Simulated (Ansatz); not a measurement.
# BFGe (triplet): what the fields show

Input

```
crystal:
  periodic: [false, false, false]
  atoms:
    - {symbol: B, position_ang: [0.000000, 0.000000, -0.233488]}
    - {symbol: F, position_ang: [0.000000, 0.000000, -1.519869]}
    - {symbol: Ge, position_ang: [0.000000, 0.000000, 1.753357]}
basis:
  gaussian: {orbitals: def2-TZVPD}
output: {forces: true, orbitals: {seedname: orbitals}}
hamiltonian: {xc: pbe0}
magnetization: {spin_polarized: true, initial_magnetization: 2}
```

Run with:

```sh
ansatz run input.yaml --threads 1 --pin off --max-ram 2610MiB --events-out events.jsonl --progress --plain --runs-dir runs
```

Geometry: B3LYP-D3(BJ)/def2-SVP.

Method: Ansatz 0.2.0, isolated molecule in a Gaussian basis; Kohn-Sham density functional theory, functional PBE0.

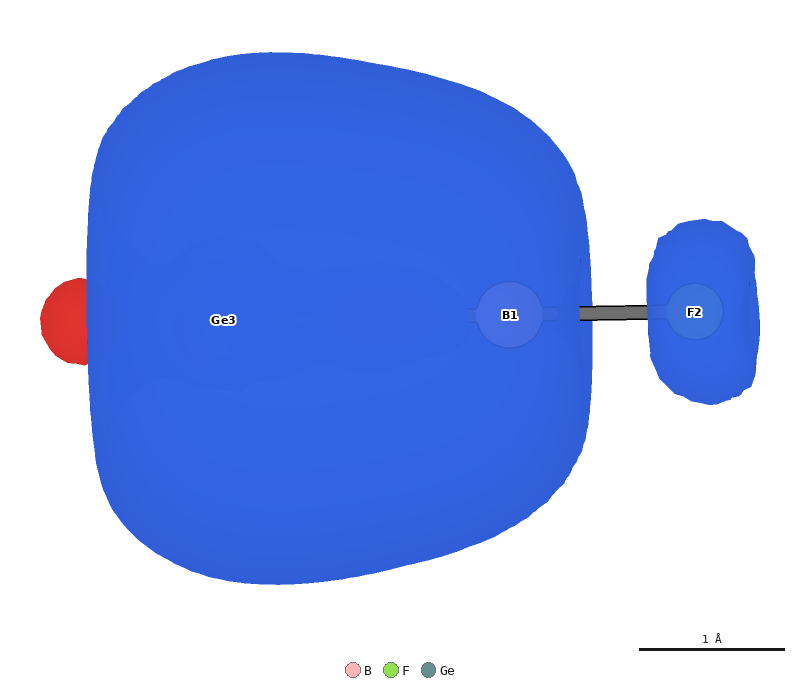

Figure 1. Isosurfaces of the spin density at +0.02 (blue) and −0.02 e/Å³ (red), seen from one side.

Q: Describe the spin distribution.

A: The unpaired spin (2 electrons) lies mostly on Ge3 (about 1.3), B1 (about 0.7) and F2 (about 0.1), in electrons by Hirshfeld's partition.

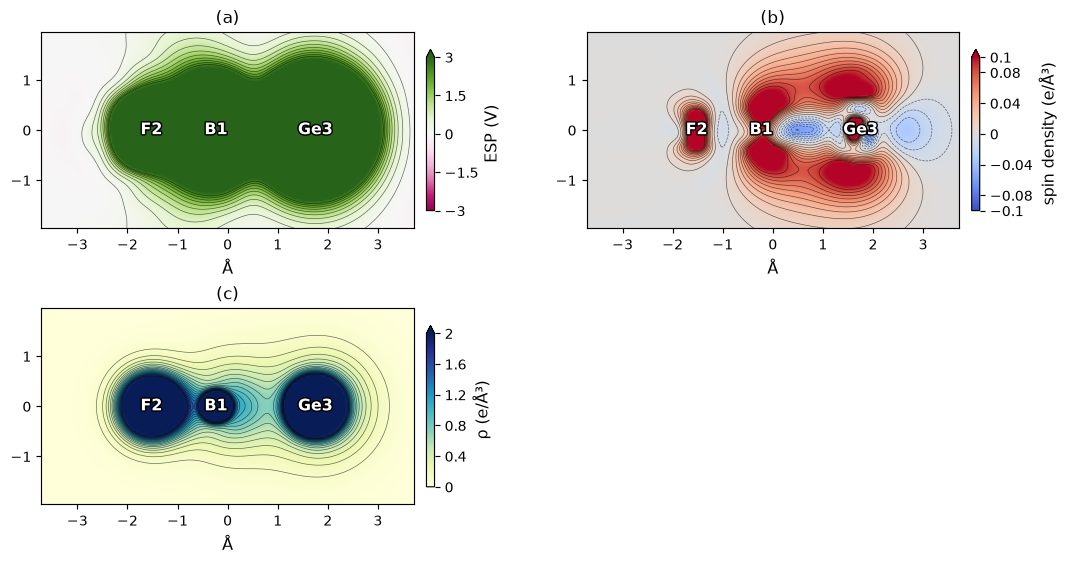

Figure 2. (a) molecular electrostatic potential; (b) spin density (α minus β); (c) electron density on a plane that holds the molecular axis.

Q: What do the fields say about this system?

A: Atoms in the plane: B, F and Ge. B–F (1.29 Å): ρ at the midpoint is about 2.4 e/Å³. Ge–B (1.99 Å): ρ at the midpoint is about 0.73 e/Å³.

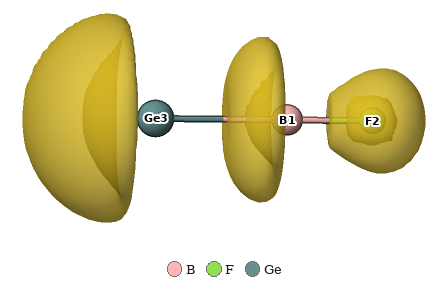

Figure 3. Isosurface of the electron localisation function at 0.75 (yellow), seen from one side. Core shells and regions of very low density are left out.

Q: What do the ELF domains correspond to?

A: At this value the surface marks out one lobe of the valence shell of B pointing towards Ge (polar bonds), one region on F in which the atom's valence shell and bonds are merged and one lobe on Ge, pointing away from the bonds (non-bonding electrons). Profiles from the grid: B–F (1.29 Å): the ELF peaks at about 0.85 between the atoms (a short, strongly polar bond). Ge–B (1.99 Å): the ELF peaks at about 0.90 between the atoms.
